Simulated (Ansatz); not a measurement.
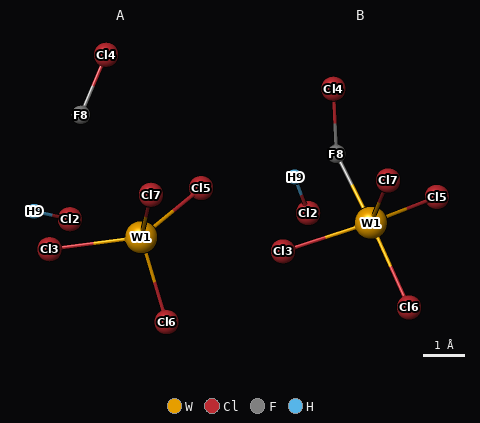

Two geometries of WHCl6F, drawn at one scale. One is the start of a relaxation, the other its converged end. A ball-and-stick model, seen from a free direction.

Method: RHF/def2-SVP in Ansatz 0.2.0. (no spin polarisation; force threshold 0.03 eV/Å; at most 50 steps)

> Which of the two is the end point?

Structure A is the relaxed one. The run prepares an end point of a later path (reaction) calculation, from a guessed geometry. The energy falls by 22.4 kcal/mol in 27 accepted moves (30 points after the start). Largest force component: 3.8 eV/Å at the start, 0.028 eV/Å at the end. The line search rejected the trial steps at points 5, 20, 26 of the run. The forces were under the threshold at step 24, but the run went on from there. The atom that moves furthest after the best rigid fit is F8 (1.08 Å). Largest moves by element: F 1.08 Å, H 1.02 Å, Cl 0.99 Å, W 0.54 Å. Some distances before and after: W1–F8 1.981 → 3.430 Å, W1–Cl4 3.443 → 4.657 Å, W1–Cl2 3.597 → 4.213 Å, Cl4–F8 1.707 → 1.619 Å. Bonds break, among them: W1–F8 (1.98 → 3.43 Å). Bond angles that change, for instance: Cl6–W1–Cl7 101.3° → 129.5°, Cl3–W1–Cl5 145.5° → 135.9°, Cl5–W1–Cl7 107.8° → 99.3°. Cost: 4.6 min on 4 threads of Arm Neoverse N1, with other jobs on the host, peak memory 0.68 GiB.

Limits of the set-up: Hartree-Fock leaves out electron correlation.
